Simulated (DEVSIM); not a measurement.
System: Pd/SiO2/n-GaAs capacitor, at 300 K.

```csv
layer (left to right),material,thickness (nm),Nd (cm⁻³)
1,SiO2,16.0,-
2,GaAs,10000,2e15
```

Metal gate on the left, work function 5.2 eV. Fixed charge at the semiconductor interface 0 cm⁻² (in units of +e); no interface traps.

Constants are typed, rounded textbook-type inputs, not results; the design itself was drawn at random and stands for no fabricated device. Values at 300 K.

```
parameter      SiO2    GaAs
-------------  ----  ------
gap (eV)          9   1.424
affinity (eV)   0.9    4.07
permittivity    3.9    12.9
Nc (cm⁻³)         -  4.7e17
Nv (cm⁻³)         -    9e18
```

Simulated with DEVSIM: 1D Poisson equation in equilibrium, Boltzmann statistics, complete ionisation; no quantum confinement or tunnelling. Metal contacts follow the ideal Schottky-Mott rule: no Fermi-level pinning, no interface dipoles.

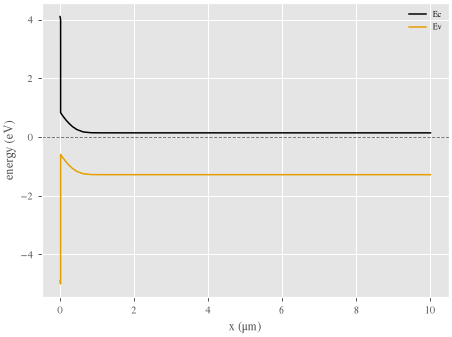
Fig. 1. Band edges at 0.2 V on the gate

Energies count from the Fermi level of the right contact; mesh points crowd at the junctions.

| x (μm) | Ec (eV) | Ev (eV) | n (cm⁻³) | p (cm⁻³) | field (V/cm) |
|---|---|---|---|---|---|
| 0.000 | 4.100 | -4.900 | < 1e2 | < 1e2 | -64000 |
| 0.001612 | 4.090 | -4.910 | < 1e2 | < 1e2 | -64000 |
| 0.005320 | 4.066 | -4.934 | < 1e2 | < 1e2 | -64000 |
| 0.01129 | 4.028 | -4.972 | < 1e2 | < 1e2 | -64000 |
| 0.01522 | 4.003 | -4.997 | < 1e2 | < 1e2 | -64000 |
| 0.01658 | 0.827 | -0.597 | 6000 | 8.4e8 | -19000 |
| 0.01919 | 0.822 | -0.602 | 7300 | 6.9e8 | -19000 |
| 0.02958 | 0.802 | -0.622 | 16000 | 3.2e8 | -19000 |
| 0.05292 | 0.759 | -0.665 | 84000 | 6.0e7 | -18000 |
| 0.1099 | 0.660 | -0.764 | 3900000 | 1300000 | -17000 |
| 0.2523 | 0.451 | -0.973 | 1.2e10 | 410 | -13000 |
| 0.8470 | 0.145 | -1.279 | 1.7e15 | < 1e2 | -380 |
| 2.093 | 0.141 | -1.283 | 2.0e15 | < 1e2 | ≈ 0 |
| 5.183 | 0.141 | -1.283 | 2.0e15 | < 1e2 | ≈ 0 |
| 8.638 | 0.141 | -1.283 | 2.0e15 | < 1e2 | ≈ 0 |
| 9.465 | 0.141 | -1.283 | 2.0e15 | < 1e2 | ≈ 0 |
| 9.796 | 0.141 | -1.283 | 2.0e15 | < 1e2 | ≈ 0 |
| 9.931 | 0.141 | -1.283 | 2.0e15 | < 1e2 | ≈ 0 |
| 9.992 | 0.141 | -1.283 | 2.0e15 | < 1e2 | ≈ 0 |
| 10.01 | 0.141 | -1.283 | 2.0e15 | < 1e2 | ≈ 0 |
| 10.01 | 0.141 | -1.283 | 2.0e15 | < 1e2 | ≈ 0 |
| 10.02 | 0.141 | -1.283 | 2.0e15 | < 1e2 | ≈ 0 |
